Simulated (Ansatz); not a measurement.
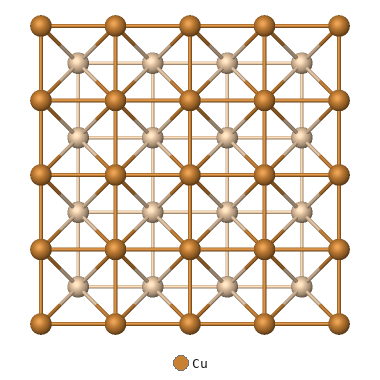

The system is S on a Cu(100) slab cut from the Fm-3m phase, its upper half relaxed before the scan (12 atoms of substrate and one adsorbate in a 2 × 2 cell); the picture shows it without the atoms that are moved over the map. 
- S is moved over the surface cell; relaxed at each place: the height of the adsorbate's atoms; substrate rigid; the origin of the map has the adsorbate above Cu9.
- Places are given modulo a cell vector. The map is drawn in real space over the plane of the surface.
- The grid has 6 × 6 points; 10 points were computed and 26 follow by symmetry.
- Places are given in fractions of the 1 × 1 surface cell.
- Energies are in eV, from the lowest grid point.
- Method: DFT PBE, scalar-relativistic, plane waves, PAW in Ansatz 0.2.0. Settings: cutoff 420 eV, k-mesh 5×5×1, gaussian smearing 0.1 eV, no spin polarisation.

Range: position of S13 along the first surface vector from 0.000 to 0.833; position of S13 along the second surface vector from 0.000 to 0.833.

Q: What will the energy surface look like?

A: The lowest grid point is at a fourfold hollow over a second-layer Cu atom, (3/6, 3/6) of the cell vectors. It is the only kind of minimum in the scanned range. The highest grid point, the top site over a surface Cu atom, (0/6, 0/6) of the cell vectors, lies 1.81 eV above the lowest. On the interpolated surface the easiest way out of the lowest well to its copy in the next cell or period passes a barrier of about 0.94 eV. At the lowest point the adsorbate has 4 Cu at 2.27 Å as nearest neighbours, at the highest 1 Cu at 2.05 Å. Its relaxed height above the top atom is 1.37 Å at the lowest and 2.05 Å at the highest point.

| second ↓, first → | 0/6 | 1/6 | 2/6 | 3/6 | 4/6 | 5/6 |
| --- | --- | --- | --- | --- | --- | --- |
| 5/6 | 1.69 | 1.57 | 1.18 | 0.80 | 1.18 | 1.57 |
| 4/6 | 1.31 | 1.18 | 0.77 | 0.38 | 0.77 | 1.18 |
| 3/6 | 0.94 | 0.80 | 0.38 | 0.00 | 0.38 | 0.80 |
| 2/6 | 1.31 | 1.18 | 0.77 | 0.38 | 0.77 | 1.18 |
| 1/6 | 1.69 | 1.57 | 1.18 | 0.80 | 1.18 | 1.57 |
| 0/6 | 1.81 | 1.69 | 1.31 | 0.94 | 1.31 | 1.69 |

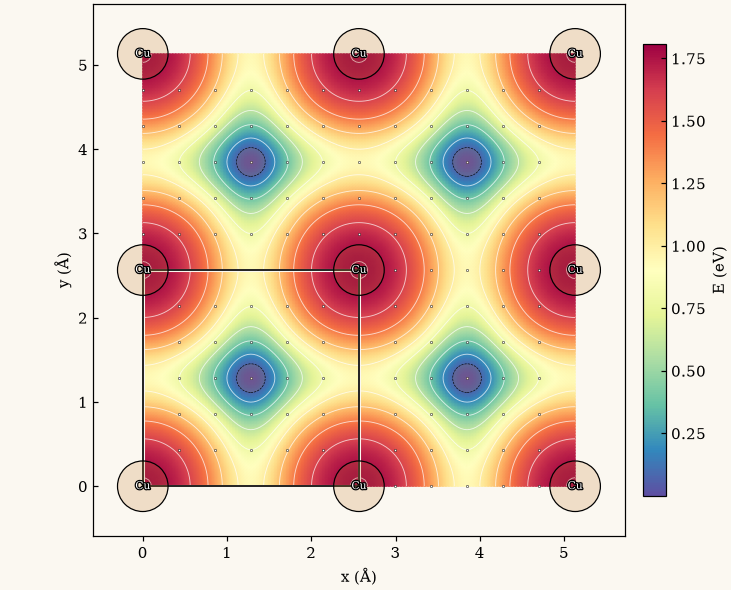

Drawn: a smooth colour map with a few white contour lines, dots at the grid points, labelled circles for the atoms of the top layer and small ones for the second layer, the outline of one cell of the 2 × 2 shown. Between grid points the surface is interpolated.

Time for the 10 points that were run: 12 min on 8 threads of Arm Neoverse N1, on a shared host.

PAW datasets: the set soft_1.
